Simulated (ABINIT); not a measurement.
# Quasiparticle gap of BaH2 (P6_3/mmc) in ABINIT, part 2 of 3

Wanted: ground state, empty states, screening and self-energy for BaH2 (P6_3/mmc).

ABINIT 10.8.3; PBEsol and many-body steps on it, plane waves. Known limits of the many-body steps: not at the basis limit; no spin-orbit coupling; coarse k mesh.

So far. Step 2 (Ground state): The gap is indirect, with the least direct gap 1.07 eV higher.

### 3. Bands along the symmetry lines

Level of this step: DFT, PBEsol, plane waves, norm-conserving pseudopotentials (ABINIT).

The cheap functional maps the bands first; the places of the edges decide which points the dearer methods must see.

Input file run.abi:

```
acell 3*1.0 Angstrom
rprim 
  4.462025052349 0.000000000014 0.000000000000
  -2.231012526186 3.864227047650 0.000000000000
  0.000000000000 0.000000000000 6.055292590000
ntypat 2
znucl 56 1
natom 6
typat 1 1 2 2 2 2
xred 
  0.666666666667 0.333333333333 0.750000000000
  0.333333333333 0.666666666667 0.250000000000
  0.333333333333 0.666666666667 0.750000000000
  0.666666666667 0.333333333333 0.250000000000
  0.000000000000 0.000000000000 0.500000000000
  0.000000000000 0.000000000000 0.000000000000
pp_dirpath "pseudos"
pseudos "Ba.upf, H.upf"
ecut 32
iscf -2
irdden 1
kptopt 0
nkpt 75
kpt 
  0.00000000 0.00000000 0.00000000
  0.06250000 0.00000000 0.00000000
  0.12500000 0.00000000 0.00000000
  0.18750000 0.00000000 0.00000000
  0.25000000 0.00000000 0.00000000
  0.31250000 0.00000000 0.00000000
  0.37500000 0.00000000 0.00000000
  0.43750000 0.00000000 0.00000000
  0.50000000 0.00000000 0.00000000
  0.47916667 0.04166667 0.00000000
  0.45833333 0.08333333 0.00000000
  0.43750000 0.12500000 0.00000000
  0.41666666 0.16666666 0.00000000
  0.39583333 0.20833333 0.00000000
  0.37500000 0.25000000 0.00000000
  0.35416666 0.29166666 0.00000000
  0.33333333 0.33333333 0.00000000
  0.29166666 0.29166666 0.00000000
  0.25000000 0.25000000 0.00000000
  0.20833333 0.20833333 0.00000000
  0.16666666 0.16666666 0.00000000
  0.12500000 0.12500000 0.00000000
  0.08333333 0.08333333 0.00000000
  0.04166667 0.04166667 0.00000000
  0.00000000 0.00000000 0.00000000
  0.00000000 0.00000000 0.06250000
  0.00000000 0.00000000 0.12500000
  0.00000000 0.00000000 0.18750000
  0.00000000 0.00000000 0.25000000
  0.00000000 0.00000000 0.31250000
  0.00000000 0.00000000 0.37500000
  0.00000000 0.00000000 0.43750000
  0.00000000 0.00000000 0.50000000
  0.06250000 0.00000000 0.50000000
  0.12500000 0.00000000 0.50000000
  0.18750000 0.00000000 0.50000000
  0.25000000 0.00000000 0.50000000
  0.31250000 0.00000000 0.50000000
  0.37500000 0.00000000 0.50000000
  0.43750000 0.00000000 0.50000000
  0.50000000 0.00000000 0.50000000
  0.47916667 0.04166667 0.50000000
  0.45833333 0.08333333 0.50000000
  0.43750000 0.12500000 0.50000000
  0.41666666 0.16666666 0.50000000
  0.39583333 0.20833333 0.50000000
  0.37500000 0.25000000 0.50000000
  0.35416666 0.29166666 0.50000000
  0.33333333 0.33333333 0.50000000
  0.29166666 0.29166666 0.50000000
  0.25000000 0.25000000 0.50000000
  0.20833333 0.20833333 0.50000000
  0.16666666 0.16666666 0.50000000
  0.12500000 0.12500000 0.50000000
  0.08333333 0.08333333 0.50000000
  0.04166667 0.04166667 0.50000000
  0.00000000 0.00000000 0.50000000
  0.50000000 0.00000000 0.50000000
  0.50000000 0.00000000 0.43750000
  0.50000000 0.00000000 0.37500000
  0.50000000 0.00000000 0.31250000
  0.50000000 0.00000000 0.25000000
  0.50000000 0.00000000 0.18750000
  0.50000000 0.00000000 0.12500000
  0.50000000 0.00000000 0.06250000
  0.50000000 -0.00000000 0.00000000
  0.33333333 0.33333333 0.50000000
  0.33333333 0.33333333 0.43750000
  0.33333333 0.33333333 0.37500000
  0.33333333 0.33333333 0.31250000
  0.33333333 0.33333333 0.25000000
  0.33333333 0.33333333 0.18750000
  0.33333333 0.33333333 0.12500000
  0.33333333 0.33333333 0.06250000
  0.33333333 0.33333333 0.00000000
istwfk *1
nband 19
nbdbuf 2
tolwfr 1e-08
nstep 40
prtwf 0
prtvol 0
indata_prefix "in"
outdata_prefix "out"
tmpdata_prefix "tmp"
```

Launch:

```console
OMP_NUM_THREADS=1 mpirun -n 4 abinit run.abi > log
```

Numbers of over 12 decimals in the logs are rounded to 6 here.

Output:

```text
.Version 10.8.3 of ABINIT. v10.8.2 released Aug 2026.

 Symmetries : space group P6_3/m m c (#194); Bravais hP (primitive hexag.)
[... echo of the input left out ...]
== DATASET  1 ==================================================================
-   mpi_nproc: 4, omp_nthreads: 1 (-1 if OMP is not activated)

--- !DatasetInfo
iteration_state: {dtset: 1, }
dimensions: {natom: 6, nkpt: 75, mband: 19, nsppol: 1, nspinor: 1, nspden: 1, mpw: 6130, }
cutoff_energies: {ecut:  32.0, pawecutdg:  -1.0, }
electrons: {nelect:   2.40000000E+01, charge:   0.00000000E+00, occopt:   1.00000000E+00, tsmear:   1.00000000E-02, }

 Real(R)+Recip(G) space primitive vectors, cartesian coordinates (Bohr,Bohr^-1):
 R(1)=  8.4320053  0.0000000  0.0000000  G(1)=  0.1185958  0.0684713  0.0000000
 R(2)= -4.2160027  7.3023308  0.0000000  G(2)=  0.0000000  0.1369426  0.0000000
 R(3)=  0.0000000  0.0000000 11.4428446  G(3)=  0.0000000  0.0000000  0.0873909
 Unit cell volume ucvol=  7.0457361E+02 bohr^3
 Angles (23,13,12)=  9.00000000E+01  9.00000000E+01  1.20000000E+02 degrees

 getcut: wavevector=  0.0000  0.0000  0.0000  ngfft=  45  45  60
         ecut(hartree)=     32.000   => boxcut(ratio)=   2.04919

--- Pseudopotential description ------------------------------------------------
- Ba Generated using ONCVPSP code by D. R. Hamann
- 56.00000  10.00000  180301                  znucl, zion, pspdat
12 -116133 2 -1 1936                          pspcod,pspxc,lmax,lloc,mmax
     nproj     2     2     2
  pspatm : epsatm=   26.37418133
         --- l  ekb(1:nproj) -->
             0    6.652372    0.677024
             1    5.027722    0.408462
             2    2.543237    0.416854
 pspatm: atomic psp has been read  and splines computed

- H Generated using ONCVPSP code by D. R. Hamann
-  1.00000   1.00000  180301                  znucl, zion, pspdat
12 -116133 1 -1 1180                          pspcod,pspxc,lmax,lloc,mmax
     nproj     2     1     0
  pspatm : epsatm=    0.35585368
         --- l  ekb(1:nproj) -->
[...]
1   -0.494138
 pspatm: atomic psp has been read  and splines computed

--------------------------------------------------------------------------------

================================================================================
 prteigrs : about to open file out_EIG
 Non-SCF case, kpt    1 (  0.00000  0.00000  0.00000), residuals and eigenvalues=
  4.53E-09  9.40E-09  1.97E-09  3.04E-09  7.07E-09  2.80E-09  5.81E-09  1.21E-09
  1.74E-09  1.11E-09  5.97E-09  6.57E-09  3.05E-09  9.04E-09  6.56E-09  8.66E-09
[...]
-8.4430E-01 -8.3787E-01 -3.2333E-01 -2.9297E-01 -2.9297E-01 -2.8383E-01
 -2.8383E-01 -2.8230E-01 -7.9456E-03  4.2869E-02  1.3315E-01  1.5182E-01
  2.5198E-01  2.5198E-01  2.8885E-01  2.8885E-01  2.8991E-01  2.8991E-01
  3.1860E-01
 Non-SCF case, kpt    2 (  0.06250  0.00000  0.00000), residuals and eigenvalues=
[...]
Non-SCF case, kpt   74 (  0.33333  0.33333  0.06250), residuals and eigenvalues=
[...]
3.7768E-01
 Non-SCF case, kpt   75 (  0.33333  0.33333  0.00000), residuals and eigenvalues=
[...]
-3.0119E-01 -2.8904E-01  7.8558E-02  7.8558E-02  7.9996E-02  8.6863E-02
  2.6619E-01  2.6619E-01  3.0696E-01  3.3445E-01  3.3445E-01  3.4478E-01
  3.7748E-01

--- !ResultsGS
iteration_state: {dtset: 1, }
comment   : Summary of ground state results
lattice_vectors:
- [  8.4320053,   0.0000000,   0.0000000, ]
- [ -4.2160027,   7.3023308,   0.0000000, ]
- [  0.0000000,   0.0000000,  11.4428446, ]
lattice_lengths: [   8.43201,    8.43201,   11.44284, ]
lattice_angles: [ 90.000,  90.000, 120.000, ] # degrees, (23, 13, 12)
lattice_volume:   7.0457361E+02
convergence: {deltae:  0.000E+00, res2:  0.000E+00, residm:  9.983E-09, diffor:  0.000E+00, }
etotal    :  -5.85971915E+01
entropy   :   0.00000000E+00
fermie    :   1.51815635E-01
cartesian_stress_tensor: null
pressure_GPa: null
xred      :
- [  6.6667E-01,   3.3333E-01,   7.5000E-01, Ba]
- [  3.3333E-01,   6.6667E-01,   2.5000E-01, Ba]
- [  3.3333E-01,   6.6667E-01,   7.5000E-01,  H]
- [  6.6667E-01,   3.3333E-01,   2.5000E-01,  H]
- [  9.2519E-17,   9.2519E-17,   5.0000E-01,  H]
- [  9.2519E-17,   9.2519E-17,   2.7756E-17,  H]
cartesian_forces: null
force_length_stats: {min: null, max: null, mean: null, }

 Integrated electronic density in atomic spheres:
 ------------------------------------------------
 Atom  Sphere_radius  Integrated_density
[...]
================================================================================

 ----iterations are completed or convergence reached----

 Mean square residual over all n,k,spin=   48.486E-10; max=  99.826E-10
 reduced coordinates (array xred) for    6 atoms
[...]
cartesian coordinates (angstrom) at end:
    1      2.231013     1.288076     4.541469
    2     -7.67e-12     2.576151     1.513823
    3     -7.67e-12     2.576151     4.541469
    4      2.231013     1.288076     1.513823
    5      0.000000     0.000000     3.027646
    6      0.000000     0.000000     0.000000
 length scales=  1.889726125908  1.889726125908  1.889726125908 bohr
              =  1.000000000000  1.000000000000  1.000000000000 angstroms
 prteigrs : about to open file out_EIG
 Eigenvalues (hartree) for nkpt=  75  k points:
 kpt#   1, nband= 19, wtk=  1.00000, kpt=  0.0000  0.0000  0.0000 (reduced coord)
[...]
kpt#   2, nband= 19, wtk=  1.00000, kpt=  0.0625  0.0000  0.0000 (reduced coord)
[...]
kpt#   3, nband= 19, wtk=  1.00000, kpt=  0.1250  0.0000  0.0000 (reduced coord)
[...]
kpt#  74, nband= 19, wtk=  1.00000, kpt=  0.3333  0.3333  0.0625 (reduced coord)
[...]
0.33690    0.34782    0.37768
 kpt#  75, nband= 19, wtk=  1.00000, kpt=  0.3333  0.3333  0.0000 (reduced coord)
  -0.83975   -0.83975   -0.30942   -0.30265   -0.30265   -0.30119   -0.30119   -0.28904
   0.07856    0.07856    0.08000    0.08686    0.26619    0.26619    0.30696    0.33445
   0.33445    0.34478    0.37748

== END DATASET(S) ==============================================================
================================================================================

 -outvars: echo values of variables after computation  --------
            nband          19
             nkpt          75
          spgroup         194
 [... the other variables as echoed above ...]

 Calculation completed.
```

Elapsed: 33 s, on 4 MPI ranks of Intel Xeon Platinum 8488C (Sapphire Rapids), shared host; peak memory 0.45 GiB; 2.1 min of CPU time.

This step gave:

* gap: 1.473 eV
* k of the valence top: 0, 0, 0
* k of the conduction bottom: 0.3333, 0.3333, 0.5
* least direct gap: 2.542 eV

The gap is 1.473 eV, as in the run before at this level.

Electronic bands along the path, in eV, zero at the top of the highest filled band:

```csv
point,band 9,band 10,band 11,band 12,band 13,band 14,band 15,band 16
Γ,-4.35,-2.96,-0.51,0.00,2.73,2.73,3.73,3.73
M,-2.56,-2.25,-1.67,-1.59,2.51,3.78,3.79,5.10
K,-1.99,-1.99,-1.95,-1.77,3.11,3.11,4.22,4.97
Γ,-4.35,-2.96,-0.51,0.00,2.73,2.73,3.73,3.73
A,-3.29,-3.29,-0.46,-0.46,2.58,2.58,2.58,2.58
L,-2.30,-2.30,-1.37,-1.37,2.30,2.30,3.85,3.85
H,-1.77,-1.77,-1.54,-1.54,1.47,1.47,4.35,4.35
A,-3.29,-3.29,-0.46,-0.46,2.58,2.58,2.58,2.58
jump to L,-2.30,-2.30,-1.37,-1.37,2.30,2.30,3.85,3.85
M,-2.56,-2.25,-1.67,-1.59,2.51,3.78,3.79,5.10
jump to H,-1.77,-1.77,-1.54,-1.54,1.47,1.47,4.35,4.35
K,-1.99,-1.99,-1.95,-1.77,3.11,3.11,4.22,4.97
```

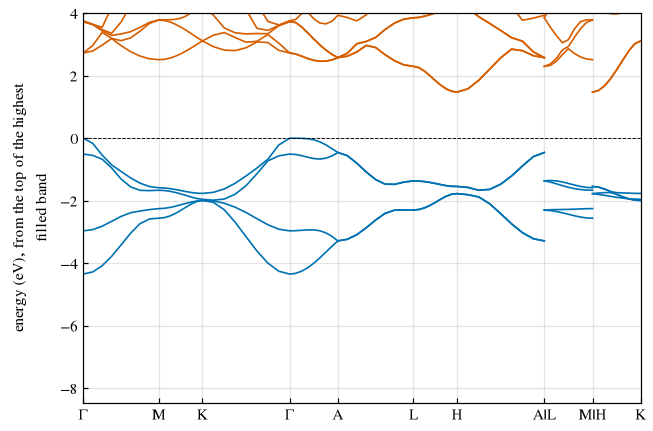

Electronic bands along the path; lines of filled and empty bands in two colours.

### 4. Empty states on the mesh, 3×3×2 mesh, 145 bands

The sums over transitions need many empty states on a uniform mesh; this step solves for them.

Input file run.abi:

```
acell 3*1.0 Angstrom
rprim 
  4.462025052349 0.000000000014 0.000000000000
  -2.231012526186 3.864227047650 0.000000000000
  0.000000000000 0.000000000000 6.055292590000
ntypat 2
znucl 56 1
natom 6
typat 1 1 2 2 2 2
xred 
  0.666666666667 0.333333333333 0.750000000000
  0.333333333333 0.666666666667 0.250000000000
  0.333333333333 0.666666666667 0.750000000000
  0.666666666667 0.333333333333 0.250000000000
  0.000000000000 0.000000000000 0.500000000000
  0.000000000000 0.000000000000 0.000000000000
pp_dirpath "pseudos"
pseudos "Ba.upf, H.upf"
ecut 32
ngkpt 3 3 2
nshiftk 1
shiftk 0 0 0
kptopt 1
chksymbreak 0
iscf -2
irdden 1
istwfk *1
nband 145
nbdbuf 12
tolwfr 1e-09
nstep 60
prtvol 0
indata_prefix "in"
outdata_prefix "out"
tmpdata_prefix "tmp"
```

Output:

```text
.Version 10.8.3 of ABINIT. v10.8.2 released Aug 2026.

 Symmetries : space group P6_3/m m c (#194); Bravais hP (primitive hexag.)
[... echo of the input left out ...]
== DATASET  1 ==================================================================
-   mpi_nproc: 4, omp_nthreads: 1 (-1 if OMP is not activated)

--- !DatasetInfo
iteration_state: {dtset: 1, }
dimensions: {natom: 6, nkpt: 6, mband: 145, nsppol: 1, nspinor: 1, nspden: 1, mpw: 6126, }
cutoff_energies: {ecut:  32.0, pawecutdg:  -1.0, }
electrons: {nelect:   2.40000000E+01, charge:   0.00000000E+00, occopt:   1.00000000E+00, tsmear:   1.00000000E-02, }

 Real(R)+Recip(G) space primitive vectors, cartesian coordinates (Bohr,Bohr^-1):
 R(1)=  8.4320053  0.0000000  0.0000000  G(1)=  0.1185958  0.0684713  0.0000000
 R(2)= -4.2160027  7.3023308  0.0000000  G(2)=  0.0000000  0.1369426  0.0000000
 R(3)=  0.0000000  0.0000000 11.4428446  G(3)=  0.0000000  0.0000000  0.0873909
 Unit cell volume ucvol=  7.0457361E+02 bohr^3
 Angles (23,13,12)=  9.00000000E+01  9.00000000E+01  1.20000000E+02 degrees

 getcut: wavevector=  0.0000  0.0000  0.0000  ngfft=  45  45  60
         ecut(hartree)=     32.000   => boxcut(ratio)=   2.04919

--- Pseudopotential description ------------------------------------------------
- Ba Generated using ONCVPSP code by D. R. Hamann
- 56.00000  10.00000  180301                  znucl, zion, pspdat
12 -116133 2 -1 1936                          pspcod,pspxc,lmax,lloc,mmax
     nproj     2     2     2
  pspatm : epsatm=   26.37418133
         --- l  ekb(1:nproj) -->
             0    6.652372    0.677024
             1    5.027722    0.408462
             2    2.543237    0.416854
 pspatm: atomic psp has been read  and splines computed

- H Generated using ONCVPSP code by D. R. Hamann
-  1.00000   1.00000  180301                  znucl, zion, pspdat
12 -116133 1 -1 1180                          pspcod,pspxc,lmax,lloc,mmax
     nproj     2     1     0
  pspatm : epsatm=    0.35585368
         --- l  ekb(1:nproj) -->
[...]
1   -0.494138
 pspatm: atomic psp has been read  and splines computed

--------------------------------------------------------------------------------

================================================================================
 prteigrs : about to open file out_EIG
 Non-SCF case, kpt    1 (  0.00000  0.00000  0.00000), residuals and eigenvalues=
  1.22E-10  8.07E-11  4.47E-10  5.13E-10  9.21E-10  5.98E-11  9.40E-10  8.07E-11
  1.98E-10  1.81E-10  1.53E-10  3.09E-10  1.53E-10  3.06E-10  1.28E-10  4.10E-10
  1.17E-10  5.05E-10  2.06E-10  1.87E-10  4.26E-10  1.68E-10  2.06E-10  1.36E-10
[...]
2.09E-04
 -8.4430E-01 -8.3787E-01 -3.2333E-01 -2.9297E-01 -2.9297E-01 -2.8383E-01
 -2.8383E-01 -2.8230E-01 -7.9456E-03  4.2869E-02  1.3315E-01  1.5182E-01
  2.5198E-01  2.5198E-01  2.8885E-01  2.8885E-01  2.8991E-01  2.8991E-01
[...]
2.2491E+00  2.2841E+00  2.2841E+00  2.3114E+00  2.3241E+00  2.3241E+00
  2.3243E+00  2.3289E+00  2.3673E+00  2.4047E+00  2.4048E+00  2.4171E+00
  2.4185E+00
 prteigrs : prtvol=0 or 1, do not print more k-points.

--- !ResultsGS
iteration_state: {dtset: 1, }
comment   : Summary of ground state results
lattice_vectors:
- [  8.4320053,   0.0000000,   0.0000000, ]
- [ -4.2160027,   7.3023308,   0.0000000, ]
- [  0.0000000,   0.0000000,  11.4428446, ]
lattice_lengths: [   8.43201,    8.43201,   11.44284, ]
lattice_angles: [ 90.000,  90.000, 120.000, ] # degrees, (23, 13, 12)
lattice_volume:   7.0457361E+02
convergence: {deltae:  0.000E+00, res2:  0.000E+00, residm:  9.962E-10, diffor:  0.000E+00, }
etotal    :  -5.85971915E+01
entropy   :   0.00000000E+00
fermie    :   1.51815635E-01
cartesian_stress_tensor: null
pressure_GPa: null
xred      :
- [  6.6667E-01,   3.3333E-01,   7.5000E-01, Ba]
- [  3.3333E-01,   6.6667E-01,   2.5000E-01, Ba]
- [  3.3333E-01,   6.6667E-01,   7.5000E-01,  H]
- [  6.6667E-01,   3.3333E-01,   2.5000E-01,  H]
- [  9.2519E-17,   9.2519E-17,   5.0000E-01,  H]
- [  9.2519E-17,   9.2519E-17,   2.7756E-17,  H]
cartesian_forces: null
force_length_stats: {min: null, max: null, mean: null, }

 Integrated electronic density in atomic spheres:
 ------------------------------------------------
 Atom  Sphere_radius  Integrated_density
[...]
================================================================================

 ----iterations are completed or convergence reached----

 Mean square residual over all n,k,spin=   40.272E-11; max=  99.618E-11
 reduced coordinates (array xred) for    6 atoms
[...]
0.000000000000      0.000000000000      0.500000000000
       0.000000000000      0.000000000000      0.000000000000

 cartesian coordinates (angstrom) at end:
    1      2.231013     1.288076     4.541469
    2     -7.67e-12     2.576151     1.513823
    3     -7.67e-12     2.576151     4.541469
    4      2.231013     1.288076     1.513823
    5      0.000000     0.000000     3.027646
    6      0.000000     0.000000     0.000000
 length scales=  1.889726125908  1.889726125908  1.889726125908 bohr
              =  1.000000000000  1.000000000000  1.000000000000 angstroms
 prteigrs : about to open file out_EIG
 Eigenvalues (hartree) for nkpt=   6  k points:
 kpt#   1, nband=145, wtk=  0.05556, kpt=  0.0000  0.0000  0.0000 (reduced coord)
[...]
2.21814    2.23587    2.24100    2.24100    2.24906    2.28410    2.28410    2.31141
   2.32408    2.32408    2.32432    2.32888    2.36731    2.40466    2.40481    2.41707
   2.41851
 prteigrs : prtvol=0 or 1, do not print more k-points.

== END DATASET(S) ==============================================================
================================================================================

 -outvars: echo values of variables after computation  --------
            nband         145
             nkpt           6
          spgroup         194
 [... the other variables as echoed above ...]

 Calculation completed.
```

The job ended after 59 s (4 MPI ranks; peak memory 0.42 GiB).

This step gave:

```yaml
gap: 1.473 eV
k_of_the_valence_top: 0, 0, 0
k_of_the_conduction_bottom: 0.3333, 0.3333, 0.5
least_direct_gap: 2.725 eV
k_points_computed: 6
lowest_point_of_the_top_converged_band_above_the_valence_top: 55.1689 eV
```

On this mesh the gap is 1.473 eV.

(Continued in part 3 of 3.)

[Paths, hosts, dates, memory and timing lines, banners, echoed tables and standing remarks are left out of the program output.]

[Logs are printed without paths, hosts, clocks, repeated set-up lines and the standing remarks that a program may print on its own settings, such as how far it seeks lower states.]

[Runs of the session that timed out or met a known fault of the program may be left out.]

[Hosts, paths, dates, database ids (printed as entryN), source tags and the programs' standing remarks are cut or masked in the printed files.]

[G0W0 gaps are taken among the corrected bands and points alone; a level outside them can change the order at an edge.]

[Where Ansatz stands beside ABINIT at settings called matched, ABINIT's density can come from a denser mesh and the files from another edition; pairs whose starting gaps differed by over 0.03 eV were left out, so agreement reads better than it is.]
